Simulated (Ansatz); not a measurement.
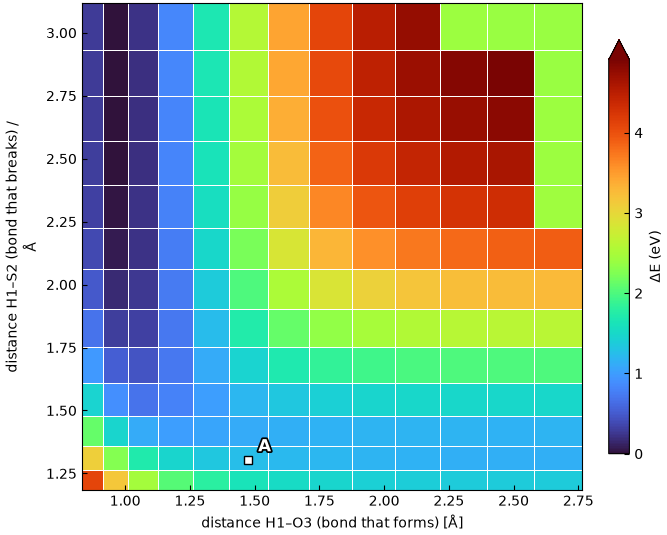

The reacting system H₃OS (fragments H₂S + HO where the first distance is long, H₂O + HS where the second is long), spin multiplicity 2. The first coordinate is: distance H1–O3 (bond that forms); the second: distance H1–S2 (bond that breaks). Relaxed at each point: all other coordinates. Grid: 13 × 13 points. Points are written as (first, second). All energies are given in eV relative to the lowest grid point. Energies and slopes of some neighbouring points disagree (a jump in structure or state, or too coarse a mesh). In part of the range the unrestricted reference is strongly spin-contaminated. Computed with UKS PBE0-D4/def2-SVP (Ansatz).

The picture shows one coloured cell a grid point, one colour for all values above the top of the scale, the point A.

### Which way does the force act at A, and how strong is it?

A, at (1.476 Å, 1.305 Å), is not a stationary point. The computed force is 0.36 eV for each Å towards larger values of the first coordinate and 2.9 eV for each Å towards larger values of the second coordinate.
